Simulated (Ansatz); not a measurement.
# Calculations on Si$_{2}$H$_{7}$

Part 1: Relaxation

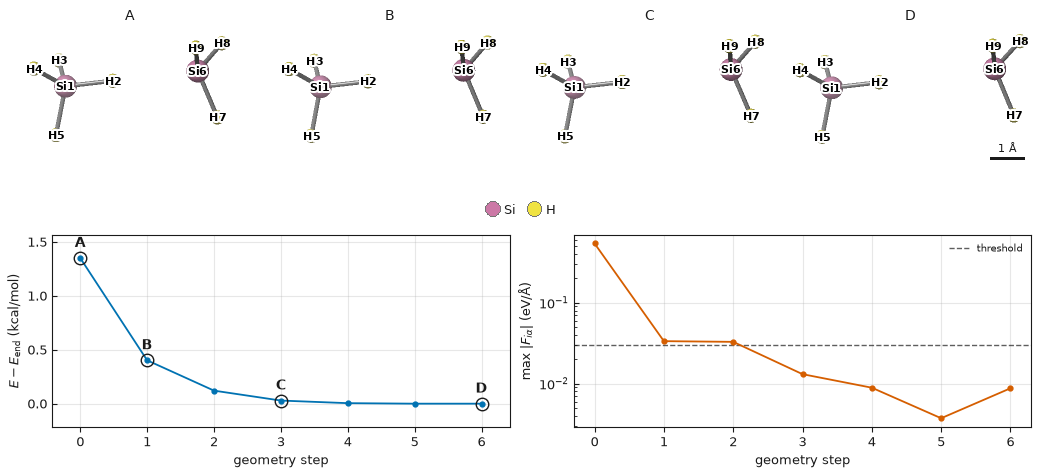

Frames of a relaxation of Si₂H₇ (multiplicity 2), marked on the history of the run. Style: ball-and-stick. Shown at a tilt.

The run prepares an end point of a later path (reaction) calculation, from a guessed geometry.

The calculation used UKS r2SCANh/cc-pVDZ in Ansatz 0.2.0. Set-up: collinear spin; force threshold 0.03 eV/Å; at most 50 steps.

**Describe the path.**

Over 6 geometry steps the energy falls by 1.35 kcal/mol. The largest force component goes from 0.54 to 0.0088 eV/Å. The atom that moves furthest after the best rigid fit is H8 (0.57 Å). By element the largest moves are H 0.57 Å, Si 0.53 Å. Near-neighbour distances that change, for instance: Si1–H2 1.478 → 1.494 Å. From step 0 to 1: Si6 moves most (0.19 Å), energy −0.95 kcal/mol. From step 1 to 3: H atoms move most (0.25 Å), energy −0.37 kcal/mol. From step 3 to 6: H8 moves most (0.14 Å), energy −0.03 kcal/mol.

Limits of the set-up: the start holds two separate molecules, 2.7 Å apart at their closest, whose relative position is a soft coordinate and is computed without a dispersion correction.

Part 2: Relaxation

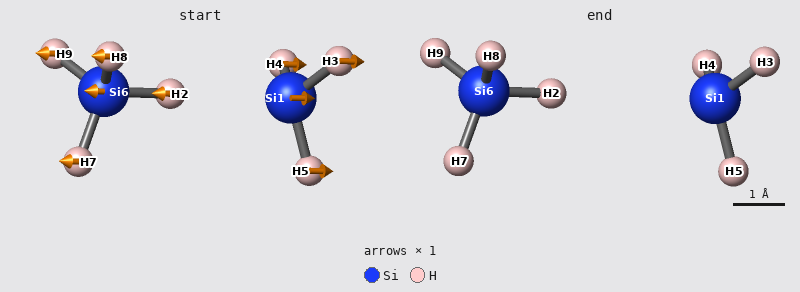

The structure of Si₂H₇ (multiplicity 2) before (left) and after (right) a relaxation, at one scale. The orange arrows give the displacements, at their true length.

Style: ball-and-stick. Shown at a tilt.

The run prepares an end point of a later path (reaction) calculation, from a guessed geometry.

Computed with UKS r2SCANh/cc-pVDZ in Ansatz. (collinear spin; force threshold 0.03 eV/Å; at most 50 steps)

### What changed between the two?

Over 6 geometry steps the energy falls by 1.36 kcal/mol. Largest force component: 0.52 eV/Å at the start, 0.006 eV/Å at the end. H3 moves most after the best rigid fit: 0.57 Å. By element the largest moves are H 0.57 Å, Si 0.53 Å. Some distances before and after: H2–Si6 1.477 → 1.494 Å.

Limits of the set-up: the start holds two separate molecules, 2.7 Å apart at their closest, whose relative position is a soft coordinate and is computed without a dispersion correction.

Part 3: Path

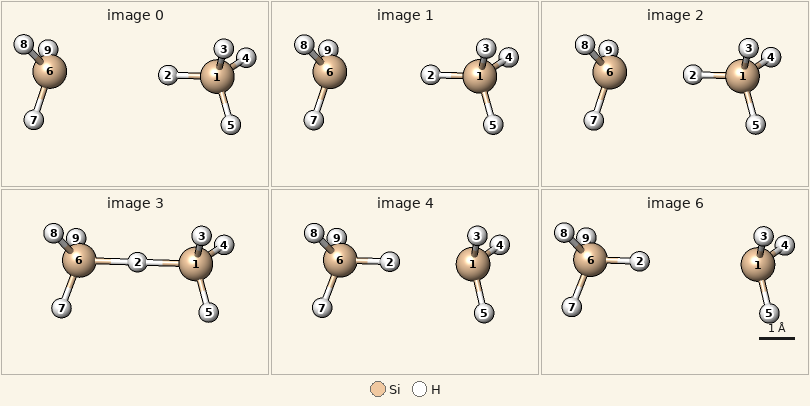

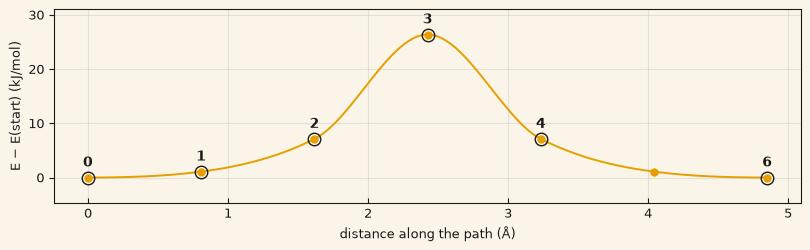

A nudged-elastic-band calculation for Si2H7 (multiplicity 2), made up at the start of SiH4 and SiH3. Images are numbered from 0 (start) to 6 (end). A ball-and-stick model, seen at a tilt.

Theory: UKS r2SCANh/cc-pVDZ (Ansatz 0.2.0). Set-up: 5 movable images; climbing image; force threshold 0.05 eV/Å; iteration limit 60; starting path through a guess of the saddle point.

Q: Describe the mechanism and the energy profile.

A: The barrier is about 26.4 kJ/mol in both directions, with image 3 at the top; the ends have the same energy. A hydrogen atom shifts from one atom to another. Breaking: Si1–H2 (1.49 → 1.78 at the top → 3.62 Å). Forming: H2–Si6 (3.61 → 1.77 at the top → 1.49 Å). The band converged in 4 iterations. The largest component of the band force went from 1.8 to 0.018 eV/Å. The climbing image converged on the top of the path. Its vibrational analysis gives one imaginary mode (950i cm⁻¹), as a transition state must have.

Limits of the set-up: the start holds two separate molecules, 3.6 Å apart at their closest, whose relative position is a soft coordinate and is computed without a dispersion correction.
